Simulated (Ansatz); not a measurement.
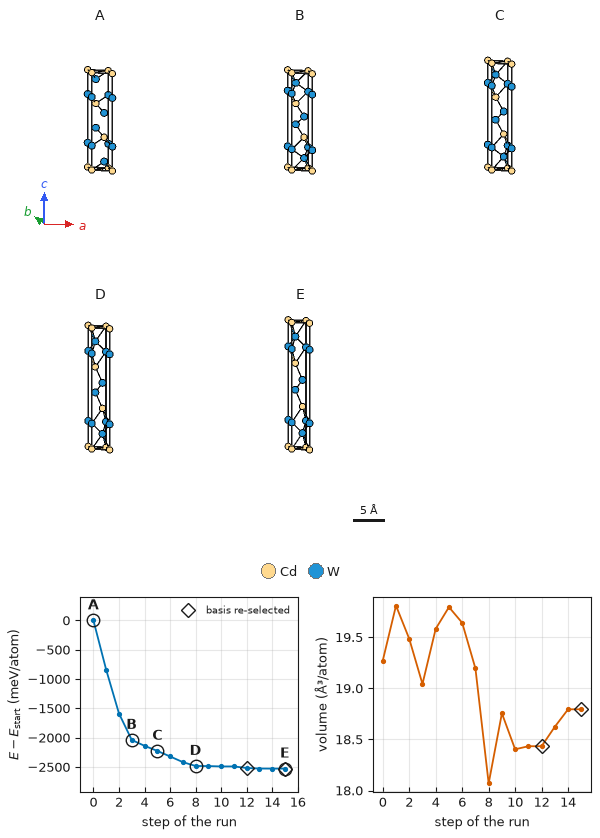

Frames of a relaxation of solid CdW$_{2}$ (built on the cadmium chloride_166 type) (coarse preliminary run), marked on the history of the run. A ball-and-stick model of the conventional cell (3 times the calculation's cell), seen slightly off an axis. Lengths and directions refer to the drawn axes.

Case: cadmium chloride type (R-3m, No. 166).

Level of theory: DFT PBE, scalar-relativistic, plane waves, PAW in Ansatz 0.2.0.

The input:
```yaml
crystal:
  lattice:
    - [1.7679385881, 1.0207198198, 5.3396267975]
    - [-1.7679385881, 1.0207198198, 5.3396267975]
    - [0.0, -2.0414396395, 5.3396267975]
  atoms:
    - { symbol: Cd, position: [0.0, 0.0, 0.0] }
    - { symbol: W, position: [0.75, 0.75, 0.75] }
    - { symbol: W, position: [0.25, 0.25, 0.25] }
basis:
  ecutwfc: 420
kpoints:
  mp_grid: { grid: [6, 6, 6] }
hamiltonian:
  xc: pbe
scf:
  occupations: { method: gaussian, width: 0.1 }
  lower_state_search: "off"
output:
  forces: true
  stress: true
  eigenvalues: true
relax:
  adjacent_minimum: "off"
  f_tol: 0.04
  max_steps: 70
  cell: { stress_tol: 0.4 }
```

Command:
```bash
ansatz run input.yaml --threads 1 --pin off --max-ram 2560MiB --backend cpu --events-out ev --progress --plain --runs-dir out
```

Q: What happens along the run?

A: Over 13 accepted moves (15 points after the start) the energy falls by 2527 meV per atom. The largest force component goes from 6.8 to 0.02 eV/Å. The pressure goes from 23.43 to 0.03 GPa. The SCF was repeated twice at an unchanged geometry on a basis and grid sized afresh for the cell, which shifted the energy by 26.5 meV per atom at most. The largest moves relative to the cell, 0.84 Å, are those of W2 and W3. W2 goes along +c. Cd stays in place. The volume changes by −2.5 %, with a = b 3.536 → 3.062 Å (−13.4 %), c 16.019 → 20.834 Å (+30.1 %). Among the contacts that change: W2–W3 3.361 → 2.523 Å, Cd1–W2 2.439 → 3.121 Å, W2–W2 3.536 → 3.062 Å, Cd1–Cd1 3.536 → 3.062 Å. New bonds form: W2–W3 (3.36 → 2.52 Å). Among the angles between lasting bonds that change: Cd1–W3–Cd1 92.9° → 58.7°. The space group stays R-3m (No. 166). From step 0 to 3: W atoms move most (0.59 Å), volume −1.2 %, energy −2038 meV per atom. From step 3 to 5: W atoms move most (0.04 Å), volume +4.0 %, energy −186 meV per atom. From step 5 to 8: volume −8.7 %, energy −258 meV per atom. From step 8 to 15: W atoms move most (0.02 Å), volume +4.0 %, energy −44.7 meV per atom.

| step | E − E(0), meV/atom | largest force component, eV/Å | pressure, GPa | volume, Å³/atom | note |
| --- | --- | --- | --- | --- | --- |
| 0 | 0.00 | 6.7784 | 23.43 | 19.271 |  |
| 1 | -843.13 | 5.9107 | 0.61 | 19.809 |  |
| 2 | -1587.01 | 5.0863 | -3.95 | 19.485 |  |
| 3 | -2038.07 | 0.4420 | 6.33 | 19.043 |  |
| 4 | -2137.79 | 0.0174 | 1.37 | 19.583 |  |
| 5 | -2224.50 | 0.1315 | -1.72 | 19.795 |  |
| 6 | -2319.43 | 0.6616 | -1.01 | 19.642 |  |
| 7 | -2415.98 | 0.6610 | -4.11 | 19.195 |  |
| 8 | -2482.16 | 0.5589 | 4.89 | 18.070 |  |
| 9 | -2483.29 | 0.1797 | -3.56 | 18.756 |  |
| 10 | -2489.53 | 0.0019 | 0.27 | 18.404 |  |
| 11 | -2489.57 | 0.0052 | -0.01 | 18.434 |  |
| 12 | -2516.05 | 0.0005 | 2.14 | 18.434 | same geometry, new basis |
| 13 | -2525.55 | 0.0500 | 0.84 | 18.624 |  |
| 14 | -2526.72 | 0.0198 | 0.03 | 18.795 |  |
| 15 | -2526.87 | 0.0196 | 0.03 | 18.795 | same geometry, new basis |
